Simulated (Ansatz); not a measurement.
## Nudged elastic band, with input and output: CH₈OSn (part 1 of 2)

- system: CH₈OSn
- method: RKS revPBE-D4/def2-mTZVP (Ansatz 0.2.0)

It belongs to a series of runs on one base structure; here: band between the two ends. Figures and captions count atoms from 1; the log counts them from 0 in places.

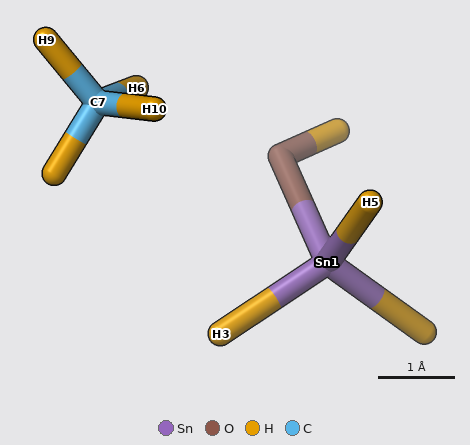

Fig. 1: The structure as given in the input (stick view, seen at a tilt; atoms are numbered from 1 in the order of the input). Sticks mark near contacts. Bond lengths as drawn: C–H 1.10 Å, H–O 0.98 Å, H–Sn 1.72 to 1.73 Å and O–Sn 2.02 Å.

## Input file
```yaml
crystal:
  periodic: [false, false, false]
  atoms:
    - { symbol: Sn, position_ang: [-0.760065, 1.54381, 0.645717] }
    - { symbol: O, position_ang: [-0.324318, -0.01379, 1.858342] }
    - { symbol: H, position_ang: [-1.829615, 0.862919, -0.514899] }
    - { symbol: H, position_ang: [-1.508091, 2.785487, 1.595512] }
    - { symbol: H, position_ang: [0.705328, 2.118796, -0.071198] }
    - { symbol: H, position_ang: [0.64138, -1.48105, -0.158884] }
    - { symbol: C, position_ang: [0.755703, -1.518939, -1.249626] }
    - { symbol: H, position_ang: [-0.064775, 0.299435, 2.745394] }
    - { symbol: H, position_ang: [1.371391, -2.38506, -1.527077] }
    - { symbol: H, position_ang: [1.245611, -0.601225, -1.603235] }
    - { symbol: H, position_ang: [-0.232447, -1.610383, -1.720049] }
basis:
  gaussian: { orbitals: def2-mTZVP }
hamiltonian:
  xc: revpbe
  dispersion: d4
neb:
  order_check: false
  images: 7
  f_tol: 0.05
  max_iterations: 60
  final_atoms:
    - { symbol: Sn, position_ang: [-0.6027813, 1.06123188, -0.47620905] }
    - { symbol: O, position_ang: [0.63752964, -0.7616745, 2.02255073] }
    - { symbol: H, position_ang: [-1.22438813, 2.10890985, -1.71913393] }
    - { symbol: H, position_ang: [-1.91649327, 0.6923409, 0.58887551] }
    - { symbol: H, position_ang: [0.60473679, 1.95540786, 0.3859588] }
    - { symbol: H, position_ang: [0.0074039, -1.11495419, 2.67755764] }
    - { symbol: C, position_ang: [0.22328383, -0.72265363, -1.38886858] }
    - { symbol: H, position_ang: [1.17569345, -0.13292836, 2.53831827] }
    - { symbol: H, position_ang: [0.71471471, -1.32062245, -0.61281052] }
    - { symbol: H, position_ang: [0.95638392, -0.45108956, -2.16051179] }
    - { symbol: H, position_ang: [-0.57598154, -1.31396778, -1.85573007] }
  initial_path:
    images:
      - { positions_ang: [[-0.760065, 1.54381, 0.645717], [-0.324318, -0.01379, 1.858342], [-1.829615, 0.862919, -0.514899], [-1.508091, 2.785487, 1.595512], [0.705328, 2.118796, -0.071198], [0.64138, -1.48105, -0.158884], [0.755703, -1.518939, -1.249626], [-0.064775, 0.299435, 2.745394], [1.371391, -2.38506, -1.527077], [1.245611, -0.601225, -1.603235], [-0.232447, -1.610383, -1.720049]] }
      - { positions_ang: [[-0.70732625, 1.45194573, 0.49306177], [-0.24359646, -0.1299372, 1.81406197], [-1.77062095, 0.95175026, -0.72390394], [-1.50290184, 2.57591323, 1.50795147], [0.74360426, 2.12073706, -0.09526714], [0.56511696, -1.33900512, 0.01317898], [0.66463897, -1.38013618, -1.15373118], [0.08604602, 0.08720477, 2.67586511], [1.3291778, -2.2052484, -1.31045351], [1.12583077, -0.5417857, -1.62620694], [-0.28986727, -1.59143845, -1.59455958]] }
      - { positions_ang: [[-0.6545875, 1.36008146, 0.34040653], [-0.16287491, -0.24608439, 1.76978194], [-1.7116269, 1.04058152, -0.93290889], [-1.49771267, 2.36633946, 1.42039093], [0.78188051, 2.12267813, -0.11933627], [0.48885391, -1.19696024, 0.18524196], [0.57357493, -1.24133336, -1.05783637], [0.23686703, -0.12502547, 2.60633622], [1.2869646, -2.02543679, -1.09383001], [1.00605054, -0.4823464, -1.64917889], [-0.34728754, -1.5724939, -1.46907016]] }
      - { positions_ang: [[-0.60184874, 1.26821718, 0.1877513], [-0.08215337, -0.36223159, 1.72550191], [-1.65263286, 1.12941277, -1.14191383], [-1.49252351, 2.15676569, 1.3328304], [0.82015677, 2.12461919, -0.14340541], [0.41259087, -1.05491536, 0.35730493], [0.4825109, -1.10253054, -0.96194155], [0.38768805, -0.3372557, 2.53680733], [1.2447514, -1.84562519, -0.87720652], [0.88627031, -0.4229071, -1.67215083], [-0.40470781, -1.55354936, -1.34358074]] }
      - { positions_ang: [[-0.54910999, 1.17635291, 0.03509607], [-0.00143183, -0.47837879, 1.68122188], [-1.59363881, 1.21824403, -1.35091878], [-1.48733435, 1.94719192, 1.24526987], [0.85843303, 2.12656026, -0.16747454], [0.33632782, -0.91287047, 0.52936791], [0.39144686, -0.96372772, -0.86604673], [0.53850906, -0.54948593, 2.46727844], [1.2025382, -1.66581359, -0.66058303], [0.76649007, -0.3634678, -1.69512277], [-0.46212807, -1.53460481, -1.21809132]] }
      - { positions_ang: [[-0.56252782, 1.14757265, -0.09273021], [0.15830854, -0.54920272, 1.76655409], [-1.50132614, 1.44091049, -1.44297257], [-1.59462408, 1.63347916, 1.08117128], [0.79500897, 2.08377216, -0.02911621], [0.25409684, -0.9633914, 1.06641534], [0.3494061, -0.9034592, -0.9967522], [0.69780516, -0.44534654, 2.4850384], [1.08058233, -1.5795158, -0.6486399], [0.81396354, -0.38537324, -1.81147003], [-0.49059144, -1.47944555, -1.37750101]] }
      - { positions_ang: [[-0.57594565, 1.11879239, -0.22055649], [0.31804891, -0.62002664, 1.85188631], [-1.40901347, 1.66357694, -1.53502636], [-1.70191381, 1.31976641, 0.91707269], [0.73158491, 2.04098406, 0.10924213], [0.17186586, -1.01391233, 1.60346278], [0.30736535, -0.84319068, -1.12745766], [0.85710126, -0.34120715, 2.50279836], [0.95862645, -1.49321802, -0.63669677], [0.861437, -0.40727868, -1.92781728], [-0.51905481, -1.4242863, -1.5369107]] }
      - { positions_ang: [[-0.58936347, 1.09001213, -0.34838277], [0.47778928, -0.69085057, 1.93721852], [-1.3167008, 1.88624339, -1.62708015], [-1.80920354, 1.00605365, 0.7529741], [0.66816085, 1.99819596, 0.24760046], [0.08963488, -1.06443326, 2.14051021], [0.26532459, -0.78292215, -1.25816312], [1.01639735, -0.23706775, 2.52055832], [0.83667058, -1.40692023, -0.62475365], [0.90891046, -0.42918412, -2.04416453], [-0.54751817, -1.36912704, -1.69632039]] }
      - { positions_ang: [[-0.6027813, 1.06123188, -0.47620905], [0.63752964, -0.7616745, 2.02255073], [-1.22438813, 2.10890985, -1.71913393], [-1.91649327, 0.6923409, 0.58887551], [0.60473679, 1.95540786, 0.3859588], [0.0074039, -1.11495419, 2.67755764], [0.22328383, -0.72265363, -1.38886858], [1.17569345, -0.13292836, 2.53831827], [0.71471471, -1.32062245, -0.61281052], [0.95638392, -0.45108956, -2.16051179], [-0.57598154, -1.31396778, -1.85573007]] }
```

Run on 2 threads of Intel Xeon @ 2.80GHz (Skylake/Cascade Lake), 24 GiB of memory available, shared host.

Launch command:
```bash
ansatz run input.yaml --threads 2 --pin off --max-ram 3072MiB --backend cpu --events-out ev --progress --plain --runs-dir out
```

## Output
```
Engine: ansatz 0.2.0, x86_64-unknown-linux-gnu
Functional definition: revPBE
  parameter kappa = 1.245
  parameter beta = 0.06672455060314922
  exchange = pbe_x(kappa = kappa, mu = beta*pi^2/3)
  correlation = pbe_c(beta = beta)
1065 factors; their error is unknown
mean field evaluation 1: about -9032.9924 eV, gradient 8.5e1 eV
mean field evaluation 2: about -8904.3087 eV, gradient 1.9e2 eV
mean field evaluation 4: about -9046.1625 eV, gradient 1.6e1 eV
mean field evaluation 8: about -9046.9795 eV, gradient 3.2e-1 eV
mean field evaluation 16: about -9046.9307 eV, gradient 3.8e-3 eV
mean field -9046.93071075 eV, -332.4685713902 hartree, gradient 3.5e-5 eV, S^2 0.000000; 0 other end points of the search recorded, 0 dependent functions left out
the calculation of the forces begins
reference -9046.93078144 eV, -332.4685739881 hartree; 22, 22 occupied and 81, 81 virtual orbitals, 1065 factors
1065 factors; their error is unknown
mean field evaluation 32: about -9046.5730 eV, gradient 5.1e-3 eV
mean field -9046.57302301 eV, -332.4554266084 hartree, gradient 6.3e-5 eV, S^2 0.000000; 0 other end points of the search recorded, 0 dependent functions left out
[... from here on the field's lines of each further geometry are left out, up to the last ...]
NEB iter   1: max|band force component| = 1.512e2 eV/Å  barrier→ = 25.1009 eV  barrier← = 24.7698 eV  Δτ_max = 0.2000 Å  (256 SCF iters)
NEB iter   2: max|band force component| = 4.294e1 eV/Å  barrier→ = 6.9364 eV  barrier← = 6.6053 eV  Δτ_max = 0.2000 Å  (234 SCF iters)
NEB iter   3: max|band force component| = 2.253e1 eV/Å  barrier→ = 3.7861 eV  barrier← = 3.4550 eV  Δτ_max = 0.2000 Å  (214 SCF iters)
NEB iter   4: max|band force component| = 8.136e0 eV/Å  barrier→ = 1.9168 eV  barrier← = 1.5857 eV  Δτ_max = 0.2000 Å  (221 SCF iters)
NEB iter   5: max|band force component| = 3.921e0 eV/Å  barrier→ = 2.1215 eV  barrier← = 1.7903 eV  Δτ_max = 0.1762 Å  (214 SCF iters)
NEB iter   6: max|band force component| = 2.436e0 eV/Å  barrier→ = 2.1509 eV  barrier← = 1.8198 eV  Δτ_max = 0.1011 Å  (213 SCF iters)
NEB iter   7: max|band force component| = 3.833e0 eV/Å  barrier→ = 2.0296 eV  barrier← = 1.6985 eV  Δτ_max = 0.0502 Å  (205 SCF iters)
NEB iter   8: max|band force component| = 3.337e0 eV/Å  barrier→ = 1.9651 eV  barrier← = 1.6340 eV  Δτ_max = 0.0499 Å  (204 SCF iters)
NEB iter   9: max|band force component| = 1.296e0 eV/Å  barrier→ = 1.8847 eV  barrier← = 1.5536 eV  Δτ_max = 0.0998 Å  (209 SCF iters)
NEB iter  10: max|band force component| = 8.204e-1 eV/Å  barrier→ = 1.6376 eV  barrier← = 1.3065 eV  Δτ_max = 0.1002 Å  (201 SCF iters)
NEB iter  11: max|band force component| = 7.076e-1 eV/Å  barrier→ = 1.4553 eV  barrier← = 1.1242 eV  Δτ_max = 0.0996 Å  (205 SCF iters)
NEB iter  12: max|band force component| = 8.591e-1 eV/Å  barrier→ = 1.2566 eV  barrier← = 0.9255 eV  Δτ_max = 0.1000 Å  (203 SCF iters)
NEB iter  13: max|band force component| = 9.079e-1 eV/Å  barrier→ = 1.0923 eV  barrier← = 0.7612 eV  Δτ_max = 0.1995 Å  (204 SCF iters)
NEB iter  14: max|band force component| = 1.043e0 eV/Å  barrier→ = 1.1914 eV  barrier← = 0.8603 eV  Δτ_max = 0.2000 Å  (202 SCF iters)
NEB iter  15: max|band force component| = 9.276e-1 eV/Å  barrier→ = 1.2260 eV  barrier← = 0.8948 eV  Δτ_max = 0.1992 Å  (197 SCF iters)
NEB iter  16: max|band force component| = 1.256e0 eV/Å  barrier→ = 1.2622 eV  barrier← = 0.9311 eV  Δτ_max = 0.1990 Å  (200 SCF iters)
NEB iter  17: max|band force component| = 1.176e0 eV/Å  barrier→ = 1.4359 eV  barrier← = 1.1048 eV  Δτ_max = 0.2000 Å  (204 SCF iters)
NEB iter  18: max|band force component| = 1.040e0 eV/Å  barrier→ = 1.9179 eV  barrier← = 1.5868 eV  Δτ_max = 0.2000 Å  (210 SCF iters)
NEB iter  19: max|band force component| = 1.516e0 eV/Å  barrier→ = 2.3966 eV  barrier← = 2.0655 eV  Δτ_max = 0.1004 Å  (209 SCF iters)
NEB iter  20: max|band force component| = 2.007e0 eV/Å  barrier→ = 2.4767 eV  barrier← = 2.1456 eV  Δτ_max = 0.0501 Å  (205 SCF iters)
NEB iter  21: max|band force component| = 1.908e0 eV/Å  barrier→ = 2.4220 eV  barrier← = 2.0909 eV  Δτ_max = 0.0504 Å  (210 SCF iters)
NEB iter  22: max|band force component| = 1.906e0 eV/Å  barrier→ = 2.3411 eV  barrier← = 2.0100 eV  Δτ_max = 0.0502 Å  (208 SCF iters)
NEB iter  23: max|band force component| = 1.987e0 eV/Å  barrier→ = 2.1899 eV  barrier← = 1.8588 eV  Δτ_max = 0.0500 Å  (208 SCF iters)
NEB iter  24: max|band force component| = 2.172e0 eV/Å  barrier→ = 2.0046 eV  barrier← = 1.6735 eV  Δτ_max = 0.0999 Å  (207 SCF iters)
NEB iter  25: max|band force component| = 2.505e0 eV/Å  barrier→ = 1.6539 eV  barrier← = 1.3228 eV  Δτ_max = 0.2000 Å  (207 SCF iters)
NEB iter  26: max|band force component| = 2.955e0 eV/Å  barrier→ = 1.1475 eV  barrier← = 0.8164 eV  Δτ_max = 0.1009 Å  (211 SCF iters)
NEB iter  27: max|band force component| = 1.605e0 eV/Å  barrier→ = 1.2703 eV  barrier← = 0.9392 eV  Δτ_max = 0.1001 Å  (206 SCF iters)
NEB iter  28: max|band force component| = 7.271e-1 eV/Å  barrier→ = 1.4235 eV  barrier← = 1.0923 eV  Δτ_max = 0.1020 Å  (207 SCF iters)
NEB iter  29: max|band force component| = 5.854e-1 eV/Å  barrier→ = 1.5956 eV  barrier← = 1.2645 eV  Δτ_max = 0.1008 Å  (207 SCF iters)
NEB iter  30: max|band force component| = 4.719e-1 eV/Å  barrier→ = 1.6874 eV  barrier← = 1.3563 eV  CI = image 5  Δτ_max = 0.1005 Å  (209 SCF iters)
NEB iter  31: max|band force component| = 4.761e-1 eV/Å  barrier→ = 1.8142 eV  barrier← = 1.4831 eV  CI = image 5  Δτ_max = 0.2000 Å  (210 SCF iters)
NEB iter  32: max|band force component| = 4.674e-1 eV/Å  barrier→ = 2.0071 eV  barrier← = 1.6760 eV  CI = image 5  Δτ_max = 0.2000 Å  (205 SCF iters)
NEB iter  33: max|band force component| = 7.686e-1 eV/Å  barrier→ = 2.0840 eV  barrier← = 1.7529 eV  CI = image 5  Δτ_max = 0.0917 Å  (222 SCF iters)
NEB iter  34: max|band force component| = 5.389e-1 eV/Å  barrier→ = 2.0328 eV  barrier← = 1.7017 eV  CI = image 5  Δτ_max = 0.0999 Å  (212 SCF iters)
NEB iter  35: max|band force component| = 2.608e-1 eV/Å  barrier→ = 2.0094 eV  barrier← = 1.6783 eV  CI = image 5  Δτ_max = 0.0723 Å  (208 SCF iters)
NEB iter  36: max|band force component| = 2.935e-1 eV/Å  barrier→ = 2.0001 eV  barrier← = 1.6690 eV  CI = image 5  Δτ_max = 0.0362 Å  (212 SCF iters)
NEB iter  37: max|band force component| = 2.308e-1 eV/Å  barrier→ = 1.9947 eV  barrier← = 1.6636 eV  CI = image 5  Δτ_max = 0.0724 Å  (216 SCF iters)
NEB iter  38: max|band force component| = 1.487e-1 eV/Å  barrier→ = 1.9878 eV  barrier← = 1.6566 eV  CI = image 5  Δτ_max = 0.0722 Å  (211 SCF iters)
NEB iter  39: max|band force component| = 9.584e-2 eV/Å  barrier→ = 1.9845 eV  barrier← = 1.6534 eV  CI = image 5  Δτ_max = 0.0721 Å  (210 SCF iters)
NEB iter  40: max|band force component| = 8.809e-2 eV/Å  barrier→ = 1.9828 eV  barrier← = 1.6517 eV  CI = image 5  Δτ_max = 0.0402 Å  (211 SCF iters)
NEB iter  41: max|band force component| = 9.911e-2 eV/Å  barrier→ = 1.9816 eV  barrier← = 1.6505 eV  CI = image 5  Δτ_max = 0.0203 Å  (214 SCF iters)
```
